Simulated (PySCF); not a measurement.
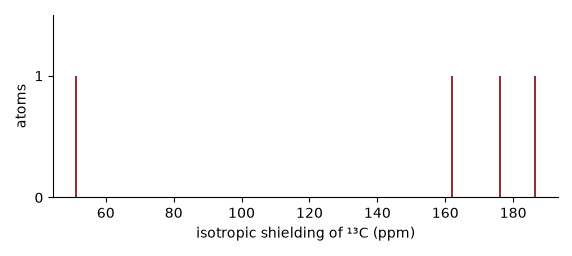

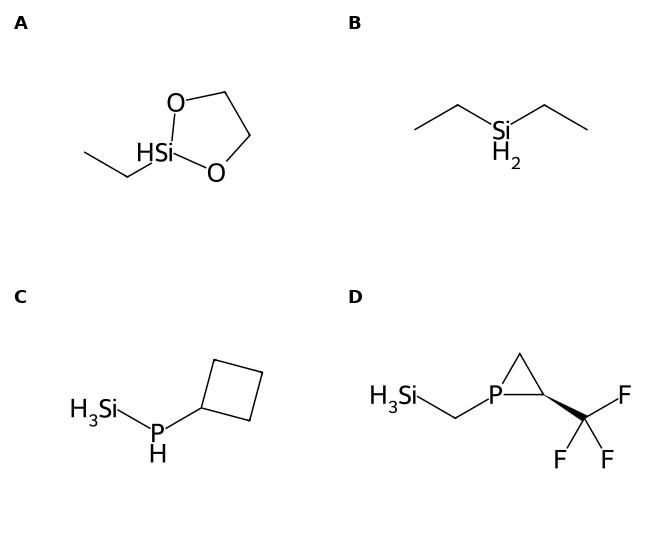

The sticks are computed shieldings of one of the molecules, for one fixed geometry (GFN2-xTB) without averaging over rotations. Low shielding means a high chemical shift. Method: GIAO PBE0/pcSseg-1 NMR shielding, non-relativistic, gas phase (PySCF 2.14.0).

### Match the spectrum to a structure.

D, `FC(F)(F)[C@@H]1CP1C[SiH3]`. Its 4 C atoms give lines at 51.3, 162.0, 176.1, 186.4 ppm.

The geometry is semi-empirical. Around P, Si such bond lengths and angles can be off by a tenth of an ångström or more and by several degrees, and values that hang on the shape move with them.
